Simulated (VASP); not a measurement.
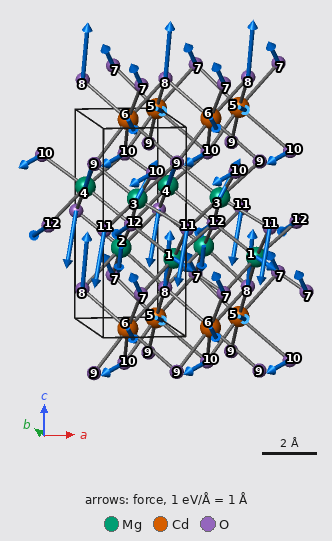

Starting geometry of crystalline Mg₂CdO₃ (a generated structure, set up in P1) with the computed forces as blue arrows. The picture is a ball-and-stick view of the cell of the calculation, reduced to other axes, repeated 2 × 1 × 1 with one cell outlined, seen slightly off an axis. Lengths and directions refer to the drawn axes.

The run lets cell and atoms move.

Theory: Kohn-Sham DFT of a periodic cell, PBE, VASP PAW PBE potentials, recommended (VASP).

Input file:
```
SYSTEM = Mg2CdO3
ALGO = Fast
EDIFF = 1E-5
EDIFFG = -0.03
ENCUT = 520
GGA = PE
IBRION = 2
ISIF = 3
ISMEAR = 0
ISYM = 0
KPAR = 4
LASPH = .TRUE.
LCHARG = .FALSE.
LREAL = Auto
LWAVE = .FALSE.
NELM = 80
NSW = 110
PREC = Normal
SIGMA = 0.05
```

Command:
```bash
cat potpaw_PBE.64/Mg/POTCAR potpaw_PBE.64/Cd/POTCAR potpaw_PBE.64/O/POTCAR > POTCAR
mpirun -np 4 vasp_std > vasp.out
```

**Is this structure relaxed? If not, where do the atoms go?**

It isn't relaxed: the largest force vector, on O8, is 2.41 eV/Å. The final displacements follow the starting forces only in part (cosine between the two patterns 0.84). The energy falls by 93.4 meV per atom in 15 geometry steps. The largest force component goes from 2.3 to 0.022 eV/Å. Pressure: 3.54 GPa at the start and 0.02 GPa at the end. O8 moves most relative to the cell: 0.21 Å along [1 −2 2]. By element the largest moves are O 0.21 Å, Mg 0.18 Å, Cd 0.15 Å. Cell: a 3.128 → 3.116 Å (−0.4 %), b 5.369 → 5.401 Å (+0.6 %), c 7.853 → 7.794 Å (−0.8 %), α 90.5° → 90.0°, β 90.6° → 90.0°, γ 90.5° → 90.0°. Volume −0.5 %. Some distances before and after: Mg4–O12 2.401 → 2.172 Å, Mg2–O7 2.363 → 2.138 Å, Mg4–O11 1.951 → 2.171 Å, Cd5–O8 2.157 → 2.365 Å. Among the angles between lasting bonds that change: Mg1–O12–Mg4 166.3° → 179.8°, Mg1–O8–Mg2 81.8° → 93.6°, O8–Cd6–O10 85.6° → 97.4°. Within 0.06 Å the space group is P1 at the start and P-3m1 at the end; at a tighter tolerance small leftover displacements or strains of the cell lower it.
